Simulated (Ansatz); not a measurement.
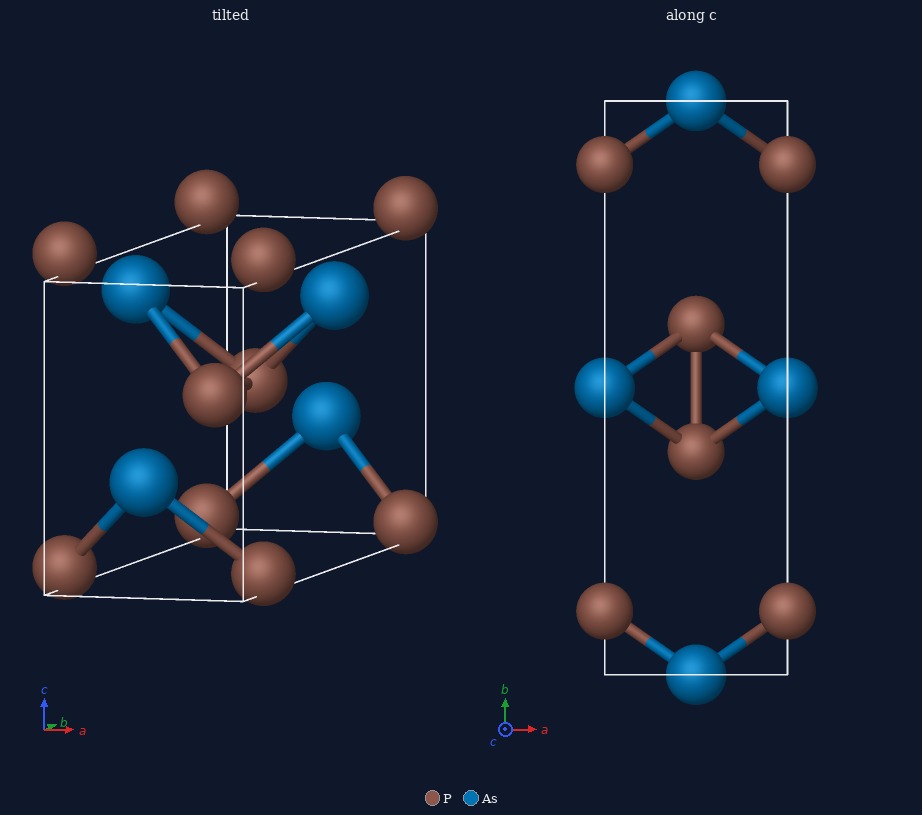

Crystal structure, ball-and-stick style, seen slightly off an axis and along the c axis. One conventional unit cell is framed, with atoms on its boundary repeated.

Bond cut-offs: As–P up to 2.62 Å, P–P up to 2.48 Å (cut-off distances).

### Work out the formula from the picture.

AsP2. The cell holds 2 As, 4 P, counting shared atoms by their share.

### Which of the Bravais lattices applies?

Body-centred orthorhombic.

### Which space group does it belong to?

Imm2 (No. 44), with P on 4d and As on 2b.

### Describe the environment of the P atoms.

Two As and one P in a trigonal pyramidal arrangement.

### Does the bonding give isolated units, chains, sheets or a framework?

The bonds build AsP2 chains along [100].

It derives from a textbook structure type filled with these elements (whether it is the usual form wasn't checked). Atoms and cell were optimised with DFT PBE, scalar-relativistic, plane waves, PAW in Ansatz.
